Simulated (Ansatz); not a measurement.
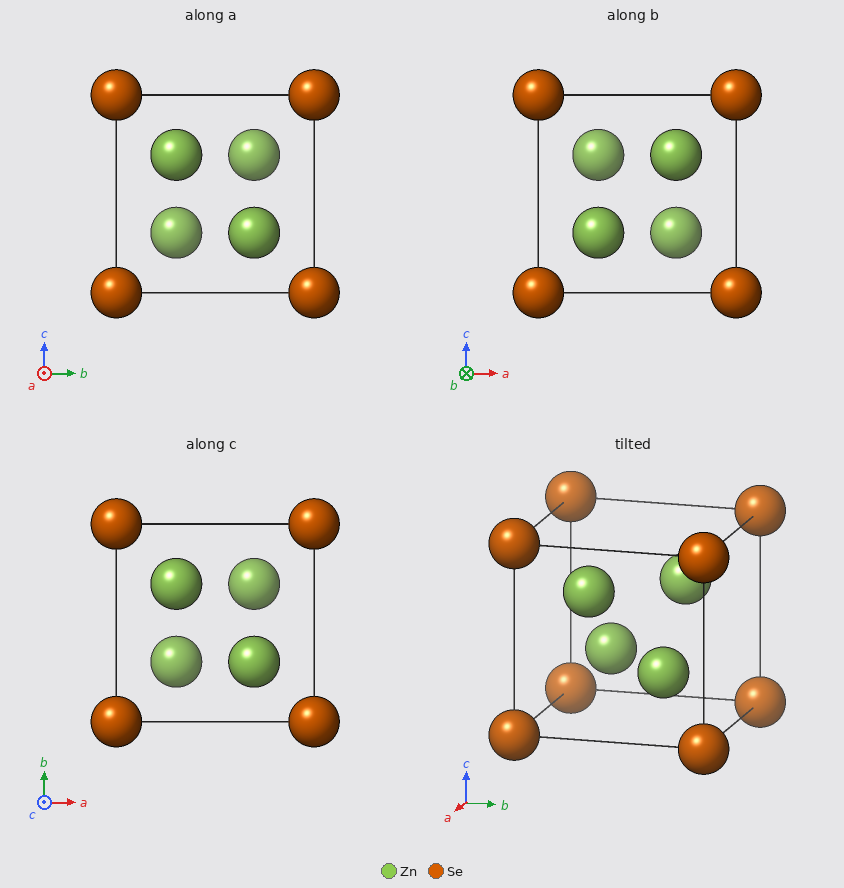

The crystal in a spheres-only representation, seen along the a axis, along the b axis, along the c axis and slightly off an axis. Lines trace the edges of the conventional unit cell.

Lattice parameters: a = 4.6307 Å, b = 4.6307 Å, c = 4.6307 Å, α = 90.000°, β = 90.000°, γ = 90.000°.

### Reconstruct the structure as a CIF with its space group and independent sites, with free fractional coordinates to two decimals.

```cif
data_structure
_symmetry_space_group_name_H-M 'P -4 3 m'
_symmetry_Int_Tables_number 215
_cell_length_a 4.6307
_cell_length_b 4.6307
_cell_length_c 4.6307
_cell_angle_alpha 90.000
_cell_angle_beta 90.000
_cell_angle_gamma 90.000
_cell_volume 99.30
loop_
_atom_site_label
_atom_site_type_symbol
_atom_site_symmetry_multiplicity
_atom_site_Wyckoff_symbol
_atom_site_fract_x
_atom_site_fract_y
_atom_site_fract_z
_atom_site_occupancy
Zn1 Zn 4 e 0.30 0.30 0.30 1
Se1 Se 1 a 0.00 0.00 0.00 1
```

The structure was taken from a structure type filled with these elements by a generator (whether the compound takes this form wasn't checked). The geometry is the end of a relaxation with DFT PBE, scalar-relativistic, plane waves, PAW in Ansatz.
